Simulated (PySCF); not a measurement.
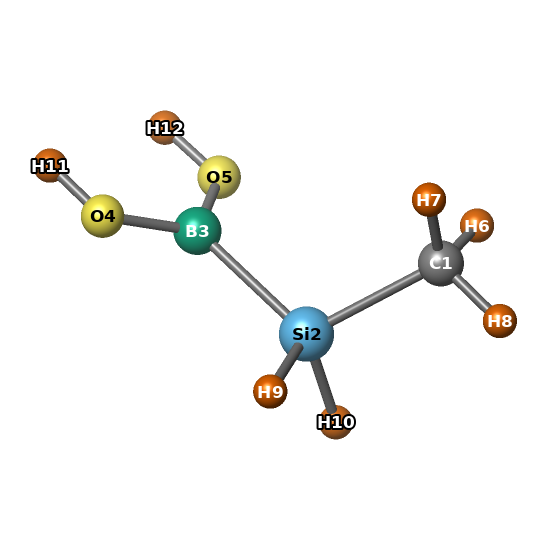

Computed geometry: GFN2-xTB optimisation. No frequency run is at hand to confirm it as a minimum. Properties computed with delta-SCF UKS SCAN, pcX-2 on the ionised atom, pcseg-1 elsewhere, spin-free X2C (PySCF 2.14.0).

Give the core-electron binding energies (to vacuum; p and d levels without spin–orbit splitting) of C1 1s, Si2 1s, Si2 2p, B3 1s, O4 1s.

| atom | level | binding energy (eV) |
| --- | --- | --- |
| C1 | 1s | 289.8 |
| Si2 | 1s | 1845.5 |
| Si2 | 2p | 106.0 |
| B3 | 1s | 197.1 |
| O4 | 1s | 539.3 |

The geometry is semi-empirical. Around B, Si such bond lengths and angles can be off by a tenth of an ångström or more and by several degrees, and values that hang on the shape move with them.
